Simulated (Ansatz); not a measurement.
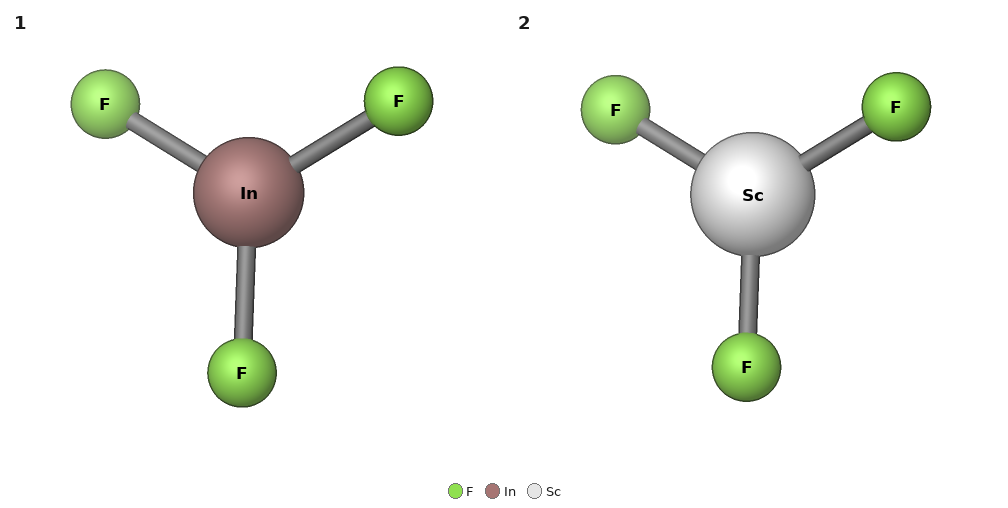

2 molecules with one skeleton, seen from the same side and at one scale. Charge 0, singlet. Computed geometries: PBE0-D4/def2-TZVP optimisations, one conformation each. Properties computed with Ansatz 0.2.0. Elements past Kr carry core potentials.

One atom differs, called X below: In in panel 1, Sc in panel 2. Their formulas are InF3 (`[F][In]([F])[F]`), ScF3 (`[F][Sc]([F])[F]`).

> In which is the harmonic zero-point energy higher (PBE0-D4/def2-TZVP)?

In panel 2 (X = Sc).

> In which is the mean length of X–F larger (PBE0-D4/def2-TZVP)?

In panel 1 (X = In).

Give the values. With PBE0-D4/def2-TZVP: mean length of X–F (Å), mean angle F–X–F (°), harmonic zero-point energy (kJ/mol). With ωB97M-V/def2-QZVPP: HOMO energy (Kohn–Sham orbital) (eV), HOMO–LUMO gap (eV).

```tsv
quantity	1 (In)	2 (Sc)	2 − 1
mean length of X–F (Å)	1.918	1.838	−0.080
mean angle F–X–F (°)	120.0	120.0	0.0
HOMO energy (Kohn–Sham orbital) (eV)	−13.68	−13.75	−0.07
HOMO–LUMO gap (eV)	12.18	12.74	+0.56
harmonic zero-point energy (kJ/mol)	13.6	15.0	+1.4
```
